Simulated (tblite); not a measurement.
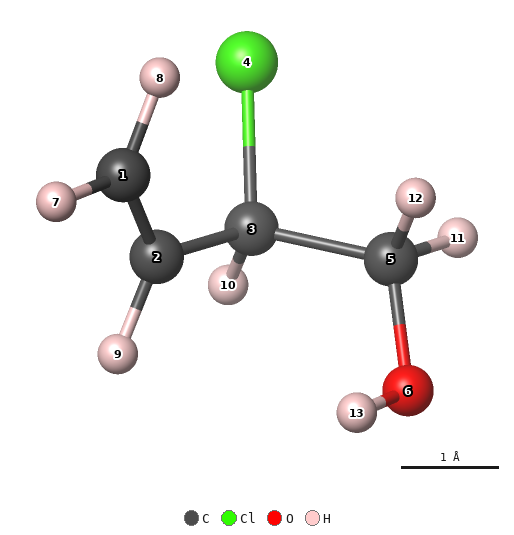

*The structure as given in the input (ball-and-stick view, seen at a tilt; atoms are numbered from 1 in the order of the input).*

Bond lengths as drawn: C–C 1.32 to 1.54 Å, C–Cl 1.79 Å, C–H 1.08 to 1.10 Å, C–O 1.40 Å and H–O 0.96 Å.

**Molecular dynamics, with input and output: C$_{4}$H$_{7}$ClO**

- system: C$_{4}$H$_{7}$ClO (2-chloro-3-buten-1-ol)
- method: GFN2-xTB Langevin dynamics, gas phase (tblite 0.8.0)

Input file:
```
{"job": {"dt": 1.5, "steps": 8000, "equilibration": 400, "friction": 0.005, "h_mass": 4.0, "temperature": 500, "xc": "GFN2-xTB", "basis": "xTB", "kind": "md"}, "charge": 0, "multiplicity": 1}
C     -1.857797    -0.480787     0.384247
C     -0.724004    -0.794461    -0.214541
C      0.217900     0.186417    -0.843885
Cl    -0.654770     1.579577    -1.545979
C      1.220528     0.740030     0.186851
O      2.041729    -0.264612     0.715447
H     -2.480895    -1.229827     0.840922
H     -2.216862     0.533992     0.419734
H     -0.386045    -1.822195    -0.254786
H      0.764262    -0.283325    -1.665901
H      1.891565     1.451241    -0.300102
H      0.664650     1.262116     0.977634
H      1.502188    -0.876219     1.229446
```

The first line tells a small driver script what to run in tblite; the rest is the geometry in Å.

Run on 1 CPU thread, shared host.

Launch command:
```bash
OMP_NUM_THREADS=1 python <driver script> task.json out
```

Output:
```
t/fs     T/K   E - E0/eV
     0.0    334.9    -0.0000
   525.0    581.3     0.5516
  1050.0    507.6     0.7578
  1575.0    386.9     0.8619
  2100.0    603.0     0.8161
  2625.0    482.7     0.6100
  3150.0    248.6     0.9061
  3675.0    359.7     0.9736
  4200.0    463.6     0.5428
  4725.0    552.5     0.5786
  5250.0    339.5     0.7114
  5775.0    498.8     0.8162
  6300.0    432.0     0.6562
  6825.0    543.4     0.5050
  7350.0    496.7     0.7364
  7875.0    426.0     1.0008
  8400.0    458.9     0.8346
  8925.0    391.3     0.9720
  9450.0    617.2     0.5569
  9975.0    562.5     0.6978
 10500.0    379.8     0.6285
 11025.0    439.2     0.5702
 11550.0    440.7     0.3663
 12075.0    374.4     0.8309
 12600.0    468.9     0.8532
```

Trajectory as extended XYZ (Å, eV, eV/Å), 17 of the 25 frames kept, from step=0 to step=8400:
```
13
Properties=species:S:1:pos:R:3:forces:R:3 step=0 time_fs=0.0 energy=-563.45783 temperature=334.9
C    -1.8578   -0.4808    0.3842    0.0010   0.0000  -0.0010
C    -0.7240   -0.7945   -0.2145    0.0000   0.0010   0.0020
C     0.2179    0.1864   -0.8439    0.0000   0.0000   0.0000
Cl   -0.6548    1.5796   -1.5460    0.0000   0.0000   0.0000
C     1.2205    0.7400    0.1869    0.0000   0.0000  -0.0010
O     2.0417   -0.2646    0.7154   -0.0020   0.0010   0.0000
H    -2.4809   -1.2298    0.8409    0.0000   0.0010   0.0000
H    -2.2169    0.5340    0.4197   -0.0010   0.0000   0.0000
H    -0.3860   -1.8222   -0.2548    0.0000   0.0000  -0.0020
H     0.7643   -0.2833   -1.6659    0.0000  -0.0010   0.0000
H     1.8916    1.4512   -0.3001   -0.0010   0.0000   0.0000
H     0.6647    1.2621    0.9776    0.0020  -0.0020   0.0000
H     1.5022   -0.8762    1.2294    0.0000   0.0000   0.0000
13
Properties=species:S:1:pos:R:3:forces:R:3 step=700 time_fs=1050.0 energy=-562.69998 temperature=507.6
C    -1.2875    0.8040   -2.1193    3.1150   0.6640   0.5530
C     0.0452    1.1331   -1.9715   -2.4950   0.5640  -1.1910
C     1.2156    0.1631   -1.8299    0.2380   1.1100   2.3810
Cl    2.6156    1.0696   -0.9344   -0.8160  -0.2420  -0.6970
C     1.0497   -1.1021   -0.9032   -1.8910   0.5770  -0.3470
O     0.2975   -2.0990   -1.5914    1.7900  -0.8480  -0.6140
H    -2.0233    1.5788   -2.2800    0.1800  -0.2270   0.0000
H    -1.6057   -0.2067   -2.0397   -0.2420  -0.4140   0.1170
H     0.1970    2.2535   -2.2194    0.5880  -1.9790   0.7620
H     1.6221   -0.0646   -2.7759    0.4540  -0.3430  -1.0550
H     2.0183   -1.4735   -0.4506   -1.1230   0.4880  -0.5950
H     0.2695   -0.7858   -0.1508    1.1960  -0.2440  -0.0620
H     0.9212   -2.6561   -2.1489   -0.9950   0.8930   0.7480
13
Properties=species:S:1:pos:R:3:forces:R:3 step=1050 time_fs=1575.0 energy=-562.59590 temperature=386.9
C    -1.7287    1.3189   -1.9410    2.1980   0.2350  -1.0500
C    -0.5670    1.8334   -2.3976   -0.8080  -3.2760   0.7950
C     0.7044    1.0533   -2.5089   -0.0200  -0.3260   1.8490
Cl    1.9107    1.8965   -1.4576    0.3350   0.5210   0.5420
C     0.7263   -0.3620   -1.9349   -0.3530  -0.3410   0.3760
O    -0.3618   -1.1657   -2.4372    3.1030  -1.0860  -1.7650
H    -2.5814    1.9211   -1.9484   -0.9910   0.7120   0.2890
H    -1.8505    0.2680   -1.7328    0.0990   0.2000  -0.0070
H    -0.2951    2.7956   -2.5853   -0.4090   2.6980  -0.5650
H     1.3001    1.0761   -3.3832   -0.4130   0.1430  -1.5910
H     1.7149   -0.7379   -2.2596   -0.3900  -0.3930   0.4940
H     0.7015   -0.3388   -0.8052   -0.2500  -0.0730  -1.0690
H     0.1561   -1.6767   -3.1848   -2.1000   0.9860   1.7010
13
Properties=species:S:1:pos:R:3:forces:R:3 step=1400 time_fs=2100.0 energy=-562.64170 temperature=603.0
C    -1.4697    0.4519   -2.7877    0.4420   0.4420   4.0470
C    -0.6696   -0.0043   -3.6688    3.3690  -1.2290  -2.4260
C     0.8661   -0.1317   -3.4189   -0.9280   0.2850  -2.2410
Cl    1.6502    1.3648   -2.8047   -0.5230  -0.0600   0.1960
C     1.2766   -1.3104   -2.5788   -1.2930  -0.8960   1.0920
O     1.3910   -2.5075   -3.2901   -0.3280  -0.4890  -0.6700
H    -2.4579    0.5602   -3.0198   -2.3080   0.3140  -0.0830
H    -1.1314    0.5953   -1.6956   -0.5650   0.2380  -1.8930
H    -1.0082   -0.3441   -4.6843    0.4420   0.6180   0.9750
H     1.3530   -0.2374   -4.4288   -0.3440  -0.1030   0.6560
H     2.3247   -1.0951   -2.3199   -0.5660  -0.3040   0.9740
H     0.4180   -1.5234   -1.7641    2.1780   0.8770  -0.7950
H     0.5222   -2.8348   -3.5931    0.4230   0.3070   0.1680
13
Properties=species:S:1:pos:R:3:forces:R:3 step=2100 time_fs=3150.0 energy=-562.55170 temperature=248.6
C    -1.2569    0.2146   -4.6638   -0.1830  -0.9230  -1.6090
C    -0.1331   -0.5232   -4.7033   -1.5360   1.2500   0.0950
C     0.8166   -0.6211   -3.5436    1.0900   1.5440  -1.1500
Cl    0.9796    1.0183   -2.6629   -0.4810  -0.8310  -0.1980
C     0.7194   -1.7348   -2.5477   -3.9020  -1.0740  -1.0770
O     0.2054   -2.9565   -3.2723    0.4090   1.9500   1.1530
H    -1.9242    0.2797   -5.5690    0.9460  -0.1520   0.8970
H    -1.6944    0.7381   -3.8472    0.3120   0.0750   0.6120
H     0.1081   -0.9345   -5.6946    0.3030  -0.1070   0.9340
H     1.8466   -0.6580   -3.9398   -0.3170  -0.1710  -0.3440
H     1.6907   -1.9650   -2.3653    2.5820  -0.7170   1.6910
H     0.0342   -1.4835   -1.6717    0.9090  -0.4020  -0.9730
H     0.1199   -3.5860   -2.5587   -0.1310  -0.4420  -0.0300
13
Properties=species:S:1:pos:R:3:forces:R:3 step=2800 time_fs=4200.0 energy=-562.91505 temperature=463.6
C     0.6890   -3.3399   -4.4182    1.4960   1.8540   1.0830
C    -0.1239   -2.2752   -4.5210    1.6620  -0.6580   0.4660
C     0.1024   -0.8542   -4.0869   -0.0140  -0.1620   0.5150
Cl   -0.7742    0.3192   -5.0583   -0.1510   0.2330  -1.1770
C    -0.5663   -0.5642   -2.7199   -1.7300   0.7450  -0.0530
O     0.0418   -1.0443   -1.6018    0.3600  -1.8740   1.3500
H     0.2959   -4.3176   -4.4811   -0.1200  -0.6210  -0.5540
H     1.7789   -3.2783   -4.0884   -1.6460   0.0590  -0.3540
H    -1.0550   -2.5310   -4.9262   -1.4690   0.2400  -0.2080
H     1.1394   -0.5239   -4.0406    0.1860  -0.3060  -0.1370
H    -0.6256    0.5541   -2.5231    0.2840  -0.9760  -0.5100
H    -1.6526   -0.8878   -2.8289    0.8750   0.1110   0.2580
H    -0.1762   -1.9977   -1.3734    0.2680   1.3540  -0.6800
13
Properties=species:S:1:pos:R:3:forces:R:3 step=3150 time_fs=4725.0 energy=-562.87918 temperature=552.5
C     0.1047   -4.1975   -3.9376    1.1240   2.2680   0.8960
C    -0.3036   -2.9539   -4.2347    2.2820  -0.5560   2.6210
C     0.3201   -1.8178   -3.4391   -0.4820   0.9800   0.6870
Cl    0.9873   -0.4838   -4.4122    0.3280   0.0040  -0.8740
C    -0.7152   -0.9915   -2.5730   -0.8710  -1.4080   0.2120
O    -1.3269   -1.8243   -1.6142   -1.6700   0.5640  -1.2450
H    -0.1861   -5.0350   -4.4640   -0.7480  -1.3790  -0.6700
H     0.9138   -4.3367   -3.1732   -0.8350   0.0730  -0.9540
H    -1.1195   -2.6823   -4.7986   -1.2670   0.2450  -1.3920
H     1.1978   -2.1457   -2.8405   -0.6960  -0.0620  -0.1180
H    -0.3061   -0.0999   -2.0571    0.1250  -0.3530  -0.6600
H    -1.6375   -0.7838   -3.1327    0.7060   0.6740  -0.5970
H    -0.6856   -2.0969   -1.0298    2.0040  -1.0510   2.0940
13
Properties=species:S:1:pos:R:3:forces:R:3 step=3500 time_fs=5250.0 energy=-562.74641 temperature=339.5
C     1.7949   -5.2677   -3.5380   -1.4490   3.4930   0.4140
C     1.1167   -4.0675   -3.4883    0.0740  -1.9760   1.2240
C     0.8894   -3.1453   -2.2571   -0.1480  -0.4600  -0.5010
Cl    2.0470   -1.7682   -2.2970   -0.1940  -0.1120  -0.0440
C    -0.6227   -2.6175   -2.1372    1.9050  -0.7330   0.6910
O    -1.4367   -3.6702   -2.5494   -0.0940  -1.5010   0.5880
H     1.7071   -5.8258   -4.4611    0.4110  -0.1060   0.5680
H     2.4279   -5.4559   -2.6919    0.2800  -0.6600  -0.3010
H     0.3855   -3.9298   -4.2436   -0.2330   0.5980  -0.7650
H     1.1376   -3.7152   -1.3519    0.0010   0.1230  -0.0460
H    -0.8426   -2.2769   -1.0938    0.2960  -0.5770  -0.2760
H    -0.7354   -1.7024   -2.7062   -0.3110  -0.2860  -0.7850
H    -1.1464   -4.5665   -2.1269   -0.5380   2.1970  -0.7660
13
Properties=species:S:1:pos:R:3:forces:R:3 step=4200 time_fs=6300.0 energy=-562.80166 temperature=432.0
C     2.2002   -5.7907   -3.0159   -0.5640   2.9560   0.2270
C     1.1291   -4.9559   -3.1545    0.2250  -1.9550   1.2210
C     1.1537   -3.4461   -2.9991    0.1460  -0.6930  -0.8720
Cl    2.5504   -2.9222   -3.9826    0.1140   0.5920  -0.3850
C    -0.1893   -2.9338   -3.5503    0.2010   1.6380  -0.4500
O    -1.1873   -2.8824   -2.5893   -1.3040  -1.4650  -0.3220
H     2.1840   -6.8145   -2.7438   -0.3000  -0.5360  -0.6320
H     3.2017   -5.2983   -2.9853   -0.8640  -0.5750   0.1850
H     0.0836   -5.3723   -3.3016    1.3990   0.3970   0.4660
H     1.4158   -3.0226   -1.9975   -0.5730  -0.7010  -0.4890
H    -0.1357   -1.8961   -3.9773    0.5990  -0.4820   0.0570
H    -0.5655   -3.5722   -4.3725    0.2070   0.1430   0.4730
H    -1.0233   -2.3678   -1.8165    0.7140   0.6820   0.5220
13
Properties=species:S:1:pos:R:3:forces:R:3 step=4900 time_fs=7350.0 energy=-562.72144 temperature=496.7
C     1.9643   -3.2838   -2.1150    1.1010   0.0050   2.1330
C     1.2171   -2.9112   -3.0913   -2.5910   0.2160  -3.7520
C     1.6524   -2.1068   -4.3020   -4.1710   0.6060   0.5380
Cl    1.3879   -2.9428   -5.8516    0.1750  -0.1850   0.1350
C     0.6430   -0.8524   -4.3061    0.8830  -1.6100   0.5560
O     0.6016   -0.2107   -3.0927    1.9170   0.7030   2.1930
H     1.5805   -3.8003   -1.2592   -0.2660  -0.3510   0.0910
H     2.9762   -2.9244   -1.9284   -0.1600  -0.1490  -0.5340
H     0.1198   -3.1598   -3.3585    1.6880  -0.2050   1.3610
H     2.5898   -1.7503   -4.2360    3.3830   0.9760   0.0110
H     0.8193   -0.1589   -5.0861    0.6210   0.6060  -1.1170
H    -0.3561   -1.2151   -4.3843   -0.8990  -0.5420  -0.5320
H     1.5191   -0.1386   -2.6489   -1.6810  -0.0680  -1.0850
13
Properties=species:S:1:pos:R:3:forces:R:3 step=5250 time_fs=7875.0 energy=-562.45702 temperature=426.0
C     0.0192   -2.4097   -0.8960    0.7370   0.6840  -0.2430
C     0.2101   -2.7215   -2.1631    0.1600   1.9900   0.3230
C     0.7963   -1.8015   -3.1626    2.4590  -0.0750   0.1990
Cl    1.6226   -2.7137   -4.5289   -0.6380   0.2000   0.3630
C    -0.1172   -0.7061   -3.7165    0.4470  -2.1600  -2.0400
O    -0.4758    0.2142   -2.8213   -0.5820   2.8720   2.8510
H    -0.4569   -3.1889   -0.3587   -0.1440   0.1200   1.0750
H     0.4162   -1.4686   -0.4804   -0.7060  -0.7750   0.0440
H    -0.0412   -3.6580   -2.4494   -0.9550  -2.5360  -1.2120
H     1.7214   -1.4522   -2.5978   -0.8950   0.6780  -0.8210
H     0.2381   -0.3367   -4.7399    0.5440   0.3430   1.3810
H    -1.0475   -1.1904   -4.0622   -0.2370  -0.3670   0.3530
H    -0.0318    0.3593   -1.9087   -0.1880  -0.9750  -2.2740
13
Properties=species:S:1:pos:R:3:forces:R:3 step=5600 time_fs=8400.0 energy=-562.62325 temperature=458.9
C     0.5016   -4.0815   -3.2126   -1.0850  -1.3610   1.1410
C     0.1967   -2.9590   -2.6440    0.6790   1.8680  -0.0960
C     0.8618   -1.6664   -3.0160   -1.4360   0.7570   0.7670
Cl    1.5623   -1.5058   -4.6331   -0.6510  -0.3950  -1.7570
C    -0.0867   -0.4499   -2.7176    0.8300  -0.0300  -0.2050
O    -0.2486   -0.0736   -1.3713    0.0020  -1.9940   0.4360
H    -0.0215   -4.9329   -2.8476   -0.2090  -0.7670  -0.1130
H     1.2606   -4.2474   -3.8803    1.3640  -0.0770  -1.4760
H    -0.5693   -2.9038   -1.8875   -0.0710   0.1720  -0.0250
H     1.8222   -1.4120   -2.6508    0.5690  -0.3010   2.3660
H     0.4869    0.3280   -3.1691    0.0180   1.2850  -0.3550
H    -1.0595   -0.4947   -3.1960   -0.2130  -0.4640  -0.2670
H    -0.4765   -0.9169   -0.8827    0.2040   1.3070  -0.4170
13
Properties=species:S:1:pos:R:3:forces:R:3 step=6300 time_fs=9450.0 energy=-562.90088 temperature=617.2
C     0.1988   -3.5453   -4.6032    0.2050  -0.1570   1.1360
C     0.6917   -3.0402   -3.4574   -1.4240  -0.3440  -0.5350
C     0.1417   -1.8701   -2.6578    0.9780  -0.7020   0.8180
Cl    1.0542   -0.4311   -3.1746    0.8780   0.3620   0.2950
C    -1.2502   -1.4211   -2.9217   -1.8920  -0.6450  -0.2030
O    -2.1899   -2.5484   -2.7481    0.9160   1.2920  -2.1290
H     0.5856   -4.4677   -5.0292    0.2350   0.3780   0.1780
H    -0.6951   -3.2248   -5.1200    0.2530   0.4530   0.1220
H     1.4778   -3.5443   -2.9258    0.3730  -0.0240  -0.2550
H     0.2721   -2.0708   -1.5475    0.2060   0.2960  -1.1460
H    -1.5622   -0.6139   -2.2057    0.2370  -0.6840  -0.6620
H    -1.2088   -1.0284   -3.9735   -0.8040  -0.2300   0.7800
H    -2.2757   -2.8681   -3.6896   -0.1600   0.0060   1.6000
13
Properties=species:S:1:pos:R:3:forces:R:3 step=7000 time_fs=10500.0 energy=-562.82928 temperature=379.8
C    -2.4010   -3.0876   -2.1608   -2.1890  -0.1000   2.2550
C    -1.5317   -2.3714   -2.7739    1.2230  -0.2710  -2.9260
C    -1.1607   -0.9706   -2.5291    0.1620  -1.1140   2.2240
Cl    0.6239   -1.0729   -2.5663    0.3270   0.5630   0.1180
C    -1.7017    0.1628   -3.3339    0.1850  -0.1430  -0.0760
O    -3.0615    0.3980   -2.9873    1.5990   1.7350  -0.2670
H    -2.5625   -4.1068   -2.4443   -0.3070  -0.1000   0.3480
H    -2.9510   -2.5830   -1.3441   -0.0140  -0.9500  -0.3370
H    -1.0445   -2.9470   -3.5653    0.4050   0.7760  -0.1840
H    -1.5211   -0.7995   -1.4922    0.6040   0.2800   0.0390
H    -0.9981    0.9809   -3.0516   -1.1140   0.1300  -0.6510
H    -1.6112   -0.1714   -4.3638   -0.0170   0.6520  -0.6360
H    -3.4626   -0.4359   -2.8963   -0.8630  -1.4590   0.0920
13
Properties=species:S:1:pos:R:3:forces:R:3 step=7350 time_fs=11025.0 energy=-562.88763 temperature=439.2
C    -1.9057   -3.0183   -2.3819    0.2850   1.4490   2.0450
C    -1.2378   -2.2028   -3.1729    0.3510   1.2340   0.6450
C    -0.5502   -0.9390   -2.6108    0.1660  -3.0870   0.1480
Cl    1.1940   -1.2902   -2.8041    0.5100  -0.1610  -0.0190
C    -0.7708    0.3389   -3.2750    0.2310   2.5150   0.7640
O    -2.0788    0.8166   -3.0739   -0.7120  -0.7610  -1.6980
H    -2.0848   -3.9331   -2.7917   -1.1470  -2.2520  -0.6400
H    -2.1711   -2.8708   -1.2878    0.5720   0.0020  -1.6300
H    -1.1082   -2.5213   -4.2012    0.3200   0.4710   0.0920
H    -0.7062   -1.0072   -1.5407   -0.2560   0.5910   0.2690
H    -0.0903    1.1418   -2.8624   -0.5450  -0.6420   0.0960
H    -0.4383    0.2585   -4.2845   -0.2710  -0.0530  -1.2590
H    -2.6349    0.3716   -3.7775    0.4960   0.6960   1.1860
13
Properties=species:S:1:pos:R:3:forces:R:3 step=7700 time_fs=11550.0 energy=-563.09154 temperature=440.7
C    -1.5804   -1.2101   -1.4672   -0.6150  -1.3810   0.4560
C    -0.5276   -0.9919   -2.2196    1.2290  -0.1000   0.4410
C    -0.1002    0.3642   -2.6445    1.3080   0.4690  -0.4360
Cl    1.7569    0.3590   -2.6567   -0.5980   0.0200   0.0160
C    -0.4878    0.7122   -4.0795   -2.1200   1.4590  -0.6140
O    -1.9529    0.9458   -4.1990    1.8880   0.8530   0.3020
H    -1.8375   -2.2347   -1.1259    0.2310   0.8680  -0.2990
H    -2.2768   -0.4480   -1.1739   -0.0410   0.1670  -0.0970
H     0.2691   -1.7406   -2.3956   -0.9800   0.1760  -0.1340
H    -0.3080    1.1864   -1.9305   -0.3710  -0.4880  -0.4830
H    -0.0090    1.6864   -4.3990   -0.5700  -0.9370   0.3820
H    -0.3226   -0.0247   -4.8570    0.7540  -0.4400   0.2900
H    -2.4264    0.1349   -4.0696   -0.1130  -0.6670   0.1740
13
Properties=species:S:1:pos:R:3:forces:R:3 step=8400 time_fs=12600.0 energy=-562.60460 temperature=468.9
C     0.5672    1.0804   -0.5790    1.7730   0.0970  -1.5440
C     0.8658    1.3567   -1.8674   -1.4210  -1.1580   1.8330
C     0.1862    2.4314   -2.6124   -0.6980   0.0640  -0.7430
Cl    1.6445    3.1993   -3.3499   -0.4270   0.4980  -0.4360
C    -0.8181    1.8052   -3.6382    0.4520   1.6100  -3.2200
O    -1.1684    0.5106   -3.3833   -0.8620  -0.4510   1.9650
H     1.2474    0.4641   -0.0591    0.4010  -1.2820   0.2280
H    -0.0245    1.5631    0.1432   -0.8890   1.0790  -0.0910
H     1.4277    0.6550   -2.5012    0.0150   0.5780   0.6630
H    -0.3164    3.1910   -1.9936    0.2580  -0.2570  -0.0820
H    -1.7415    2.3884   -3.9597    0.6220   0.1300   1.3920
H    -0.3585    1.7937   -4.6820    0.3330  -0.2810   1.0710
H    -1.6199    0.5658   -2.4957    0.4430  -0.6270  -1.0350
```

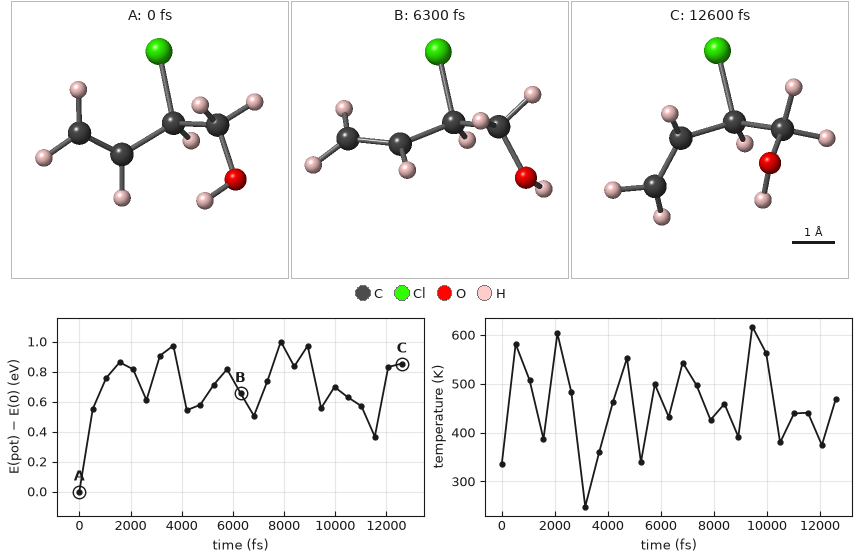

*Frames of the molecular dynamics (ball-and-stick, seen at a tilt) above the curves, on which the letters mark them.*

The trajectory kept here has 25 frames over 12600 fs. The temperature starts at 335 K, ranges from 249 to 617 K and averages 464 K over the second half. The potential energy ends 0.853 eV above its first value. After an unweighted best fit of the last frame on the first, the root-mean-square displacement is 1.33 Å, and H9 has moved furthest (2.91 Å).

Key numbers:

```csv
quantity,value
outcome,finished
mean temperature over the second half,464 K
trajectory,"25 frames kept, 12600 fs"
wall time,64 s
peak memory,0.41 GiB
```
